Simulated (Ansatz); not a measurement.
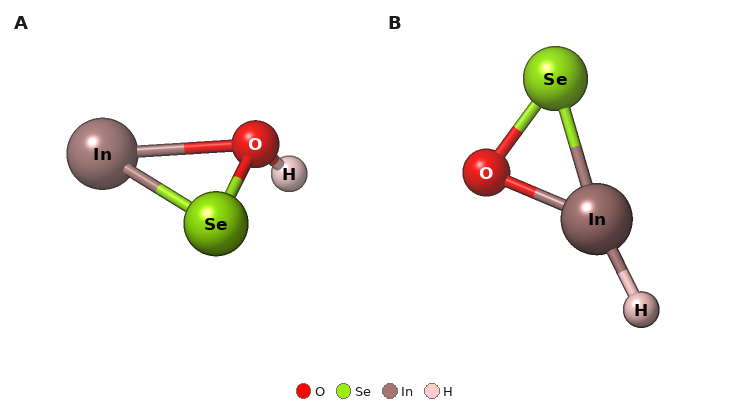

2 stationary structures of one formula. Geometries: PBE0-D4/def2-TZVP. Electronic energies: RHF-CCSD(T) (frozen core)/def2-TZVPP (Ansatz 0.2.0), without zero-point energy. No frequency run is at hand to confirm each as a minimum.

Which structure is the most stable?

A is lowest (C1); B lies 184.7 kJ/mol above it (Cs).
